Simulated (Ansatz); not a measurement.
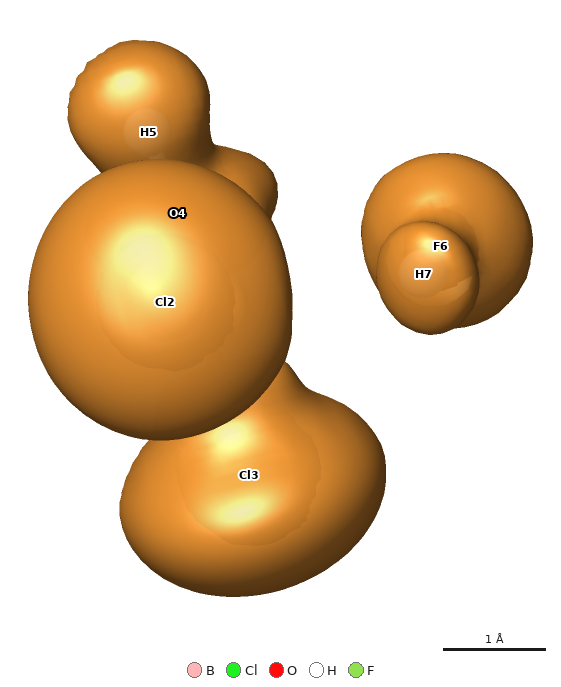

*BCl2HO···HF. Isosurface of the ELF at 0.75 (orange), seen at a tilt. Core shells and regions of very low density are left out.*

Not at a stationary point (largest force 0.8 eV/Å).

These are results of RKS PBE0-D4/def2-SVP (Ansatz 0.2.0), not measurements.

| atom | x (Å) | y (Å) | z (Å) |
| --- | --- | --- | --- |
| B | 0.0765 | -0.3625 | -0.0142 |
| Cl | -0.0118 | -0.6964 | 1.7861 |
| Cl | 1.6409 | -0.3232 | -0.7770 |
| O | -1.0398 | -0.3111 | -0.7428 |
| H | -1.8397 | -0.3960 | -0.2155 |
| F | 0.0788 | 2.0781 | 0.6304 |
| H | 0.3680 | 1.8263 | 1.4722 |

Describe the localisation domains.

Answer. The ELF exceeds this value in two regions on Cl in which the atom's valence shell and bonds are merged, one joined region spread over several atoms (F, H), in which their bonds and any lone pairs are merged and one joined region spread over several atoms (H, O), in which their bonds and any lone pairs are merged.

Values along the shortest contacts:
B1···F6 (2.52 Å): the ELF is about 0.05 at the midpoint. B–O (1.33 Å): the ELF peaks at about 0.90 between the atoms; a short, strongly polar bond.
